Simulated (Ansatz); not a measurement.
Input file:

```
crystal:
  periodic: [false, false, false]
  atoms:
    - {symbol: Cl, position_ang: [0.854513, -1.052409, 2.442145]}
    - {symbol: Cl, position_ang: [1.951466, 1.992786, 0.147101]}
    - {symbol: "N", position_ang: [-1.396521, 0.826339, 0.429613]}
    - {symbol: "N", position_ang: [0.607744, -1.082597, -1.146754]}
    - {symbol: Zr, position_ang: [0.492071, 0.146882, 0.430233]}
    - {symbol: H, position_ang: [-1.758568, 1.479220, 1.123942]}
    - {symbol: H, position_ang: [-2.142198, 0.602361, -0.224492]}
    - {symbol: H, position_ang: [0.465804, -2.091504, -1.122763]}
    - {symbol: H, position_ang: [0.925680, -0.821069, -2.079025]}
basis:
  gaussian: {orbitals: def2-TZVPD}
hamiltonian: {xc: pbe0}
output: {forces: true, orbitals: {seedname: orbitals}}
```

Launched as:

```sh
ansatz run input.yaml --threads 2 --pin off --max-ram 5220MiB --events-out events.jsonl --progress --plain --runs-dir runs
```

Geometry: PBE0-D4/def2-SVP; core potentials replace the inner electrons of Zr.

The calculation used isolated molecule in a Gaussian basis; Kohn-Sham density functional theory, functional PBE0 (Ansatz 0.2.0).

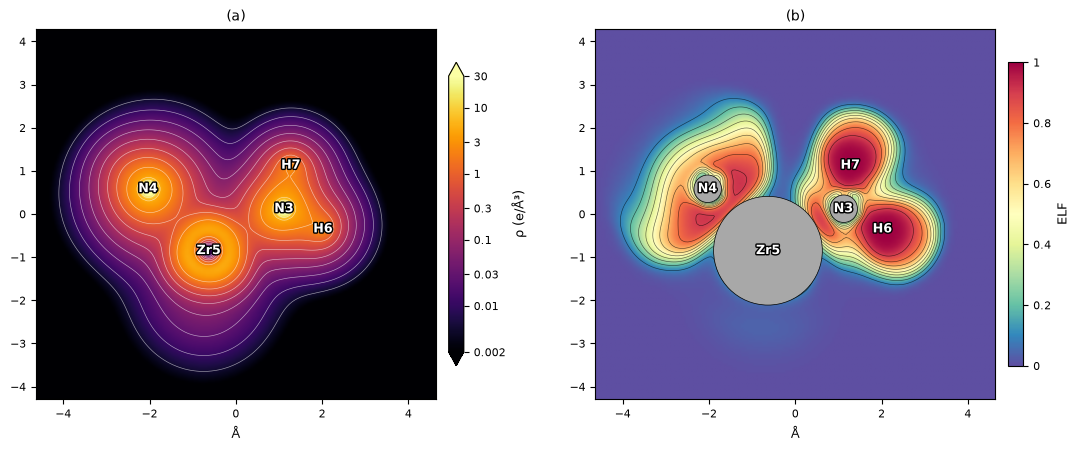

Cl₂H₄N₂Zr. (a) electron density; (b) electron localisation function on the plane of atoms N3, Zr5 and N4. Grey discs cover the atomic cores in the ELF map.

> Read the bonding off the picture.

The section cuts through N, Zr and H sites. Zr–N (2.00 Å): ρ at the midpoint is about 0.9 e/Å³; the ELF peaks at about 0.90 in the valence shell of N, 0.6 Å from its nucleus, and drops to about 0.30 between the two atoms. N–H (1.02 Å): ρ at the midpoint is about 2.8 e/Å³; the ELF climbs to about 1 towards the hydrogen, as it does in any bond to H: a covalent bond by its length.
